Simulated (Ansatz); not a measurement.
The starting structures come from a database of crystals and need not be the phases stable at ambient conditions.

 Where the default PAW files enter, the runs use the earlier of Ansatz's two default sets.

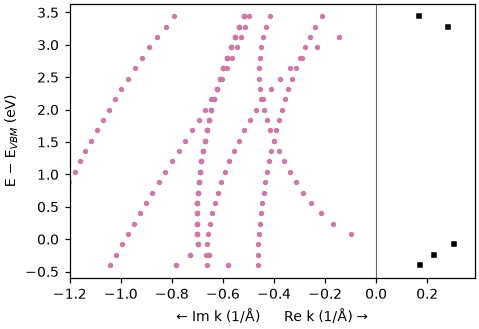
Figure. Complex bands at the centre of the two-dimensional zone; Ansatz (a first-principles code) with r2SCAN

The gap is the functional's own, uncorrected, and κ follows it; spin-orbit coupling is left out. Mid-gap values are interpolated between the computed energies.

**Question.** This is BaHI (P4/nmm, not sure to be the ambient phase, 6 atoms a cell, 29.7 Å³ an atom) along the normal of (001). Read off the slowest decay at the centre of the two-dimensional zone at 1.68 eV, the computed energy nearest the middle of the gap.

**Answer.** κ ≈ 0.39 1/Å, a decay length 1/(2κ) of the density of 1.3 Å.
